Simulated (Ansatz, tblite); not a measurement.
**TiBrF3: removing and adding an electron**

What does removing or adding an electron cost or gain for TiBrF3? Each charged state is run at several levels.

Computed with Ansatz 0.2.0, Gaussian basis. Level: as each input shows.

Plan: charge +1 doublet, at the geometry of the singlet (PBE0-D4/def2-TZVP, PBE-D4/def2-TZVP, r2SCAN-D4/def2-TZVP, CCSD(T)/def2-SVP); charge -1 doublet, at the geometry of the singlet (PBE0-D4/def2-TZVPD, PBE-D4/def2-TZVPD, r2SCAN-D4/def2-TZVPD); the starting singlet's energies come from earlier runs.

### Step 1. The structure

The geometry is that of the singlet, from an earlier relaxation (PBE0-D4/def2-SVP).

5 atoms, charge 0, spin multiplicity 1.

Atoms are counted from 1 here; the program's logs count them from 0.

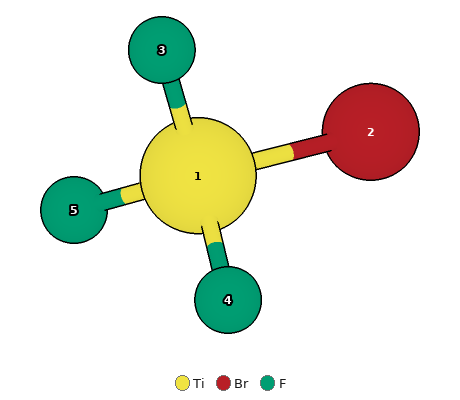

The geometry (titanium yellow, bromine red, fluorine teal); atoms are numbered from 1 in the order of the file.

Formally the metal is d0. No spin-orbit coupling is included.

### Step 2. Charge +1 doublet at the fixed geometry, first pass, PBE0-D4/def2-SVP

The input, in.yaml:

```yaml
crystal:
  periodic: [false, false, false]
  atoms:
    - {symbol: Ti, position_ang: [-0.000448, 0.000951, -0.114267]}
    - {symbol: Br, position_ang: [0.008974, -0.018595, 2.217239]}
    - {symbol: F, position_ang: [1.614225, 0.009824, -0.707551]}
    - {symbol: F, position_ang: [-0.814747, 1.404282, -0.685932]}
    - {symbol: F, position_ang: [-0.808004, -1.396472, -0.709488]}
basis:
  gaussian: {orbitals: def2-SVP}
total_charge: 1
magnetization: {spin_polarized: true, initial_magnetization: 1}
hamiltonian: {xc: pbe0, dispersion: d4}
output: {orbitals: {seedname: orbitals}}
```

Started as:

```
$ ansatz run in.yaml --threads 4 --pin off --events-out ev --progress --plain --max-ram 3916MiB
```

Standard output:

```text
Functional definition: PBE0
  name "PBE0"
  cite "Adamo & Barone, J. Chem. Phys. 110, 6158 (1999) doi:10.1063/1.478522"
  cite "Perdew, Burke & Ernzerhof, Phys. Rev. Lett. 77, 3865 (1996) doi:10.1103/PhysRevLett.77.3865"
  parent pbe
  parameter a = 0.25
  parameter kappa = 0.804
  parameter beta = 0.06672455060314922
  exchange = (1 - a)*pbe_x(kappa = kappa, mu = beta*pi^2/3) + a*exact_x
  correlation = pbe_c(beta = beta)
1031 factors; integrals over basis functions are off by at most 9.2e-4 eV
mean field evaluation 1: about -101252.0964 eV, gradient 6.8e1 eV
mean field evaluation 2: about -100906.4256 eV, gradient 3.3e2 eV
mean field evaluation 4: about -101260.1182 eV, gradient 4.1e1 eV
mean field evaluation 8: about -101268.7038 eV, gradient 2.9e-1 eV
mean field evaluation 16: about -101268.7652 eV, gradient 5.1e-3 eV
mean field evaluation 32: about -101268.7653 eV, gradient 4.0e-3 eV
mean field evaluation 64: about -101268.7653 eV, gradient 6.4e-5 eV
mean field evaluation 96: about -101268.7653 eV, gradient 4.1e-3 eV
mean field -101268.76525433 eV, -3721.5584806621 hartree, gradient 1.9e-7 eV, S^2 0.752925; 4 other end points of the search recorded, 0 dependent functions left out
reference -101268.76533867 eV, -3721.5584837616 hartree; 42, 41 occupied and 63, 64 virtual orbitals, 1031 factors
Total energy: -101268.86078690 eV, -3721.5619914192 hartree
```

It took 57 s on 4 threads of Intel Xeon 6975P-C, shared host; peak memory 0.62 GiB.

Report: HOMO -16.89 eV, LUMO -14.31 eV (over both spins); ⟨S²⟩ 0.753 (pure: 0.75).

### Step 3. Charge +1 doublet at the fixed geometry, PBE0-D4/def2-TZVP

start.molden holds the orbitals of an earlier run on this state, given as this run's starting guess.

in.yaml, as its differences from that of step 2:

```diff
@@ -9,3 +9,3 @@
 basis:
-  gaussian: {orbitals: def2-SVP}
+  gaussian: {orbitals: def2-TZVP, initial_orbitals: start.molden}
 total_charge: 1
@@ -13,2 +13,3 @@
 hamiltonian: {xc: pbe0, dispersion: d4}
+scf: {omitted_lower_state_checks: [starts]}
 output: {orbitals: {seedname: orbitals}}
```

Launched as before.

Standard output:

```text
Functional definition: PBE0
  name "PBE0"
  cite "Adamo & Barone, J. Chem. Phys. 110, 6158 (1999) doi:10.1063/1.478522"
  cite "Perdew, Burke & Ernzerhof, Phys. Rev. Lett. 77, 3865 (1996) doi:10.1103/PhysRevLett.77.3865"
  parent pbe
  parameter a = 0.25
  parameter kappa = 0.804
  parameter beta = 0.06672455060314922
  exchange = (1 - a)*pbe_x(kappa = kappa, mu = beta*pi^2/3) + a*exact_x
  correlation = pbe_c(beta = beta)
these checks for a lower state are left out or cut short: starts
1347 factors; their error is unknown
mean field evaluation 1: about -101285.2558 eV, gradient 1.7e2 eV
mean field evaluation 2: about -101289.8003 eV, gradient 5.4e0 eV
mean field evaluation 4: about -101290.5405 eV, gradient 3.3e-1 eV
mean field evaluation 8: about -101290.5409 eV, gradient 1.8e-5 eV
mean field -101290.54088721 eV, -3722.3587204105 hartree, gradient 5.5e-6 eV, S^2 0.753797; 0 other end points of the search recorded, 0 dependent functions left out
reference -101290.54092012 eV, -3722.3587216200 hartree; 42, 41 occupied and 144, 145 virtual orbitals, 1347 factors
Total energy: -101290.63636835 eV, -3722.3622292776 hartree
Checks for a lower state left out: starts
```

It took 10 s on 4 threads of Intel Xeon 6975P-C, shared host; peak memory 1.1 GiB.

Report: HOMO -16.86 eV, LUMO -14.14 eV (over both spins); ⟨S²⟩ 0.754 (pure: 0.75).

### Step 4. Charge +1 doublet at the fixed geometry, PBE-D4/def2-TZVP

in.yaml, as its differences from that of step 3:

```diff
@@ -12,3 +12,3 @@
 magnetization: {spin_polarized: true, initial_magnetization: 1}
-hamiltonian: {xc: pbe0, dispersion: d4}
+hamiltonian: {xc: pbe, dispersion: d4}
 scf: {omitted_lower_state_checks: [starts]}
```

The command is unchanged.

Standard output:

```text
Functional definition: PBE
  name "PBE"
  cite "Perdew, Burke & Ernzerhof, Phys. Rev. Lett. 77, 3865 (1996) doi:10.1103/PhysRevLett.77.3865"
  parent pbe
  parameter kappa = 0.804
  parameter beta = 0.06672455060314922
  exchange = pbe_x(kappa = kappa, mu = beta*pi^2/3)
  correlation = pbe_c(beta = beta)
these checks for a lower state are left out or cut short: starts
1257 factors; their error is unknown
mean field evaluation 1: about -101288.3469 eV, gradient 1.0e1 eV
mean field evaluation 2: about -101288.6300 eV, gradient 4.2e-1 eV
mean field evaluation 4: about -101288.6085 eV, gradient 9.9e-2 eV
mean field evaluation 8: about -101288.6091 eV, gradient 1.0e-2 eV
mean field evaluation 16: about -101288.6089 eV, gradient 2.3e-3 eV
mean field evaluation 32: about -101288.6089 eV, gradient 1.8e-5 eV
mean field -101288.60887808 eV, -3722.2877203845 hartree, gradient 2.8e-6 eV, S^2 0.752750; 0 other end points of the search recorded, 0 dependent functions left out
reference -101288.60892399 eV, -3722.2877220716 hartree; 42, 41 occupied and 144, 145 virtual orbitals, 1257 factors
Total energy: -101288.72094383 eV, -3722.2918387249 hartree
Checks for a lower state left out: starts
```

Wall time 13 s (4 threads of Intel Xeon 6975P-C, shared host).

From the report: HOMO -15.22 eV, LUMO -15.06 eV (over both spins); ⟨S²⟩ 0.753 (pure: 0.75).

### Step 5. Charge +1 doublet at the fixed geometry, r2SCAN-D4/def2-TZVP

in.yaml, as its differences from that of step 4:

```diff
@@ -12,3 +12,3 @@
 magnetization: {spin_polarized: true, initial_magnetization: 1}
-hamiltonian: {xc: pbe, dispersion: d4}
+hamiltonian: {xc: r2scan, dispersion: d4}
 scf: {omitted_lower_state_checks: [starts]}
```

The command is unchanged.

Standard output, shortened:

```text
Functional definition: r2SCAN
  name "r2SCAN"
  cite "Furness, Kaplan, Ning, Perdew & Sun, J. Phys. Chem. Lett. 11, 8208 (2020) doi:10.1021/acs.jpclett.0c02405"
  cite "Furness, Kaplan, Ning, Perdew & Sun, J. Phys. Chem. Lett. 11, 9248 (2020) doi:10.1021/acs.jpclett.0c03077"
  parent r2scan
[...]
1257 factors; their error is unknown
[...]
mean field -101308.01601248 eV, -3723.0009194189 hartree, gradient 2.8e-6 eV, S^2 0.754768; 0 other end points of the search recorded, 0 dependent functions left out
reference -101308.01602754 eV, -3723.0009199726 hartree; 42, 41 occupied and 144, 145 virtual orbitals, 1257 factors
Total energy: -101308.04091303 eV, -3723.0018344973 hartree
Checks for a lower state left out: starts
```

Wall time 26 s (4 threads of Intel Xeon 6975P-C, shared host); peak memory 0.56 GiB.

Report: HOMO -15.71 eV, LUMO -14.93 eV (over both spins); ⟨S²⟩ 0.755 (pure: 0.75).

### Step 6. Charge +1 doublet at the fixed geometry, CCSD(T)/def2-SVP

in.yaml, as its differences from that of step 5:

```diff
@@ -9,7 +9,7 @@
 basis:
-  gaussian: {orbitals: def2-TZVP, initial_orbitals: start.molden}
+  gaussian: {orbitals: def2-SVP, initial_orbitals: start.molden}
 total_charge: 1
 magnetization: {spin_polarized: true, initial_magnetization: 1}
-hamiltonian: {xc: r2scan, dispersion: d4}
-scf: {omitted_lower_state_checks: [starts]}
+correlation: {method: ccsd_t}
+scf: {omitted_lower_state_checks: [starts, cluster_reference]}
 output: {orbitals: {seedname: orbitals}}
```

Launched as before.

Standard output, shortened:

```text
Functional definition: HF
  name "HF"
  cite "Fock, Z. Phys. 61, 126 (1930) doi:10.1007/BF01340294"
  parent pbe
[...]
1031 factors; integrals over basis functions are off by at most 9.2e-4 eV
[...]
mean field -101180.24819716 eV, -3718.3055388103 hartree, gradient 1.9e-10 eV, S^2 0.756783; 0 other end points of the search recorded, 0 dependent functions left out
17 core orbitals not correlated: weight in the atoms' cores, before any rotation towards them, 1.000 or more for the frozen orbitals, at most 0.000 for the correlated occupied ones
reference -101180.24819716 eV, -3718.3055388103 hartree; 25, 24 occupied and 63, 64 virtual orbitals, 1031 factors
second order -29.88679770 eV of doubles, -0.00000000 eV of singles
cycle   1  -27.93636804 eV  change     2.0e0 eV  update   2.9e-1
[...]
cycle  14  -29.53258726 eV  change    5.2e-5 eV  update   1.5e-5
perturbative correction -1.19086129 eV, -0.0437633451 hartree
Total energy: -101210.97164572 eV, -3719.4346047195 hartree
Checks for a lower state left out: starts, cluster_reference
```

It took 31 s on 4 threads of Intel Xeon 6975P-C, shared host; peak memory 1.2 GiB.

Hartree-Fock HOMO -20.47 eV, LUMO -10.08 eV (over both spins); ⟨S²⟩ 0.757 (pure: 0.75); T1 0.023.

### Step 7. Vertical ionisation energy

Charged state less starting state, singlet to doublet; the starting state's energies are those of its earlier runs.

Differences are taken before rounding.

```
             method  vertical ionisation energy (eV)  from CCSD(T)/def2-SVP (eV)  time
        HF/def2-SVP                            11.19                       -0.28      
   PBE-D4/def2-TZVP                            11.60                       +0.13  14 s
r2SCAN-D4/def2-TZVP                            11.77                       +0.30  28 s
  PBE0-D4/def2-TZVP                            11.79                       +0.32  12 s
       MP2/def2-SVP                            11.55                       +0.09      
      CCSD/def2-SVP                            11.56                       +0.10      
   CCSD(T)/def2-SVP                            11.46                           0  37 s
```

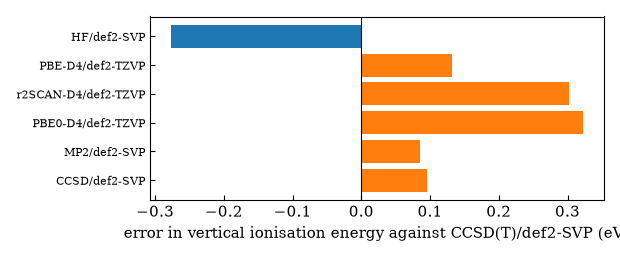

Deviations from CCSD(T)/def2-SVP, method by method.

Times add the two runs; a level without a time comes out of a correlated run.

Beside −ε(HOMO) of the starting state:

| level | −ε(HOMO) (eV) | by difference (eV) | mismatch (eV) |
| --- | --- | --- | --- |
| PBE-D4/def2-TZVP | 8.06 | 11.60 | -3.53 |
| r2SCAN-D4/def2-TZVP | 8.44 | 11.77 | -3.33 |
| PBE0-D4/def2-TZVP | 9.40 | 11.79 | -2.38 |

### Step 8. Charge -1 doublet at the fixed geometry, first pass, PBE0-D4/def2-SVP

in.yaml, as its differences from that of step 6:

```diff
@@ -9,7 +9,6 @@
 basis:
-  gaussian: {orbitals: def2-SVP, initial_orbitals: start.molden}
-total_charge: 1
+  gaussian: {orbitals: def2-SVP}
+total_charge: -1
 magnetization: {spin_polarized: true, initial_magnetization: 1}
-correlation: {method: ccsd_t}
-scf: {omitted_lower_state_checks: [starts, cluster_reference]}
+hamiltonian: {xc: pbe0, dispersion: d4}
 output: {orbitals: {seedname: orbitals}}
```

Launched as before.

Standard output, shortened:

```text
Functional definition: PBE0
  name "PBE0"
  cite "Adamo & Barone, J. Chem. Phys. 110, 6158 (1999) doi:10.1063/1.478522"
  cite "Perdew, Burke & Ernzerhof, Phys. Rev. Lett. 77, 3865 (1996) doi:10.1103/PhysRevLett.77.3865"
  parent pbe
[...]
1031 factors; integrals over basis functions are off by at most 9.2e-4 eV
[...]
mean field -101281.63920805 eV, -3722.0315897349 hartree, gradient 2.3e-6 eV, S^2 0.751650; 12 other end points of the search recorded, 0 dependent functions left out
reference -101281.63927560 eV, -3722.0315922174 hartree; 43, 42 occupied and 62, 63 virtual orbitals, 1031 factors
Total energy: -101281.75252612 eV, -3722.0357540972 hartree
```

Run time: 17 s. Hardware: 4 threads of Intel Xeon 6975P-C, shared host.

HOMO 1.48 eV, LUMO 4.22 eV (over both spins); ⟨S²⟩ 0.752 (pure: 0.75). Doubts: highest occupied level lies above zero.

### Step 9. Charge -1 doublet at the fixed geometry, PBE0-D4/def2-TZVPD

in.yaml, as its differences from that of step 8:

```diff
@@ -9,3 +9,3 @@
 basis:
-  gaussian: {orbitals: def2-SVP}
+  gaussian: {orbitals: def2-TZVPD, initial_orbitals: start.molden}
 total_charge: -1
@@ -13,2 +13,3 @@
 hamiltonian: {xc: pbe0, dispersion: d4}
+scf: {omitted_lower_state_checks: [starts]}
 output: {orbitals: {seedname: orbitals}}
```

Launched as before.

Standard output:

```text
Functional definition: PBE0
  name "PBE0"
  cite "Adamo & Barone, J. Chem. Phys. 110, 6158 (1999) doi:10.1063/1.478522"
  cite "Perdew, Burke & Ernzerhof, Phys. Rev. Lett. 77, 3865 (1996) doi:10.1103/PhysRevLett.77.3865"
  parent pbe
  parameter a = 0.25
  parameter kappa = 0.804
  parameter beta = 0.06672455060314922
  exchange = (1 - a)*pbe_x(kappa = kappa, mu = beta*pi^2/3) + a*exact_x
  correlation = pbe_c(beta = beta)
these checks for a lower state are left out or cut short: starts
1553 factors; their error is unknown
mean field evaluation 1: about -101298.0539 eV, gradient 1.7e2 eV
mean field evaluation 2: about -101302.7739 eV, gradient 6.7e0 eV
mean field evaluation 4: about -101303.2448 eV, gradient 6.2e-3 eV
mean field evaluation 8: about -101303.6963 eV, gradient 2.1e-5 eV
mean field -101303.69629832 eV, -3722.8421728517 hartree, gradient 8.7e-6 eV, S^2 0.751810; 0 other end points of the search recorded, 0 dependent functions left out
reference -101303.69634647 eV, -3722.8421746210 hartree; 43, 42 occupied and 182, 183 virtual orbitals, 1553 factors
Total energy: -101303.80959699 eV, -3722.8463365008 hartree
Checks for a lower state left out: starts
```

It took 14 s on 4 threads of Intel Xeon 6975P-C, shared host; peak memory 1.5 GiB.

HOMO 0.88 eV, LUMO 3.40 eV (over both spins); ⟨S²⟩ 0.752 (pure: 0.75). Doubts: highest occupied level lies above zero.

### Step 10. Charge -1 doublet at the fixed geometry, PBE-D4/def2-TZVPD

in.yaml, as its differences from that of step 9:

```diff
@@ -12,3 +12,3 @@
 magnetization: {spin_polarized: true, initial_magnetization: 1}
-hamiltonian: {xc: pbe0, dispersion: d4}
+hamiltonian: {xc: pbe, dispersion: d4}
 scf: {omitted_lower_state_checks: [starts]}
```

Launched as before.

Standard output:

```text
Functional definition: PBE
  name "PBE"
  cite "Perdew, Burke & Ernzerhof, Phys. Rev. Lett. 77, 3865 (1996) doi:10.1103/PhysRevLett.77.3865"
  parent pbe
  parameter kappa = 0.804
  parameter beta = 0.06672455060314922
  exchange = pbe_x(kappa = kappa, mu = beta*pi^2/3)
  correlation = pbe_c(beta = beta)
these checks for a lower state are left out or cut short: starts
1437 factors; their error is unknown
mean field evaluation 1: about -101300.6427 eV, gradient 9.9e0 eV
mean field evaluation 2: about -101300.8980 eV, gradient 3.2e-1 eV
mean field evaluation 4: about -101300.8952 eV, gradient 1.6e-1 eV
mean field evaluation 8: about -101300.8934 eV, gradient 9.9e-1 eV
mean field evaluation 16: about -101300.8981 eV, gradient 1.4e-5 eV
mean field -101300.89810712 eV, -3722.7393412219 hartree, gradient 3.9e-6 eV, S^2 0.751723; 0 other end points of the search recorded, 0 dependent functions left out
reference -101300.89817486 eV, -3722.7393437112 hartree; 43, 42 occupied and 182, 183 virtual orbitals, 1437 factors
Total energy: -101301.03095042 eV, -3722.7442231230 hartree
Checks for a lower state left out: starts
```

Wall time 9.5 s (4 threads of Intel Xeon 6975P-C, shared host); peak memory 0.72 GiB.

Report: HOMO 2.71 eV, LUMO 2.81 eV (over both spins); ⟨S²⟩ 0.752 (pure: 0.75). Doubts: highest occupied level lies above zero.

### Step 11. Charge -1 doublet at the fixed geometry, r2SCAN-D4/def2-TZVPD

in.yaml, as its differences from that of step 10:

```diff
@@ -12,3 +12,3 @@
 magnetization: {spin_polarized: true, initial_magnetization: 1}
-hamiltonian: {xc: pbe, dispersion: d4}
+hamiltonian: {xc: r2scan, dispersion: d4}
 scf: {omitted_lower_state_checks: [starts]}
```

The command is unchanged.

Standard output:

```text
Functional definition: r2SCAN
  name "r2SCAN"
  cite "Furness, Kaplan, Ning, Perdew & Sun, J. Phys. Chem. Lett. 11, 8208 (2020) doi:10.1021/acs.jpclett.0c02405"
  cite "Furness, Kaplan, Ning, Perdew & Sun, J. Phys. Chem. Lett. 11, 9248 (2020) doi:10.1021/acs.jpclett.0c03077"
  parent r2scan
  parameter k0 = 0.174
  parameter k1 = 0.065
  parameter a1 = 4.9479
  exchange = r2scan_x(k0 = k0, k1 = k1, a1 = a1)
  correlation = r2scan_c
these checks for a lower state are left out or cut short: starts
1437 factors; their error is unknown
mean field evaluation 1: about -101320.6250 eV, gradient 6.1e0 eV
mean field evaluation 2: about -101320.7060 eV, gradient 1.2e-1 eV
mean field evaluation 4: about -101320.6934 eV, gradient 5.4e-3 eV
mean field evaluation 8: about -101320.6934 eV, gradient 3.9e-5 eV
mean field -101320.69338366 eV, -3723.4668042169 hartree, gradient 8.8e-6 eV, S^2 0.752414; 0 other end points of the search recorded, 0 dependent functions left out
reference -101320.69342608 eV, -3723.4668057757 hartree; 43, 42 occupied and 182, 183 virtual orbitals, 1437 factors
Total energy: -101320.72331315 eV, -3723.4679041055 hartree
Checks for a lower state left out: starts
```

Run time: 15 s. Hardware: 4 threads of Intel Xeon 6975P-C, shared host; peak memory 0.83 GiB.

HOMO 2.61 eV, LUMO 3.26 eV (over both spins); ⟨S²⟩ 0.752 (pure: 0.75). Doubts: highest occupied level lies above zero.

### Step 12. Vertical electron affinity

Starting state less charged state (positive: the electron is bound), singlet to doublet; the starting state's energies are those of its earlier runs.

| level | vertical electron affinity (eV) | time |
| --- | --- | --- |
| PBE-D4/def2-TZVPD | +0.62 | 11 s |
| r2SCAN-D4/def2-TZVPD | +0.81 | 17 s |
| PBE0-D4/def2-TZVPD | +1.28 | 17 s |

Times add the two runs; a level without a time comes out of a correlated run.

Beside −ε(LUMO) of the starting state:

| level | −ε(LUMO) (eV) | by difference (eV) | mismatch (eV) |
| --- | --- | --- | --- |
| PBE-D4/def2-TZVPD | 4.13 | 0.62 | +3.52 |
| r2SCAN-D4/def2-TZVPD | 4.12 | 0.81 | +3.30 |
| PBE0-D4/def2-TZVPD | 3.26 | 1.28 | +1.97 |

### Step 13. Outcome

| quantity | value |
| --- | --- |
| vertical ionisation energy, functionals in def2-TZVP | 11.60 (PBE-D4) to 11.79 eV (PBE0-D4) |
| vertical ionisation energy, CCSD(T)/def2-SVP | 11.46 eV |
| vertical electron affinity, functionals in def2-TZVPD | 0.62 (PBE-D4) to 1.28 eV (PBE0-D4) |

**Reading.** The vertical ionisation energy spans 11.60 to 11.79 eV over the functionals, beside 11.46 eV from CCSD(T)/def2-SVP. −ε(HOMO) misses the level's own difference by -2.38 eV at best (PBE0-D4) and -3.53 eV at worst (PBE-D4). The yardstick is in a double-zeta basis, so levels in larger sets aren't compared like for like. The reference is CCSD(T) in one finite basis, so it carries an error of its own, often a tenth of an eV or more, and near misses can't be ranked. The vertical electron affinity spans 0.62 to 1.28 eV over the functionals. The anion's highest level lies above zero where self-interaction lifts it, so diffuse functions weigh on these values. −ε(LUMO) misses the level's own difference by +1.97 eV at best (PBE0-D4) and +3.52 eV at worst (PBE-D4). The charged states' spins were chosen beforehand and needn't be their lowest.
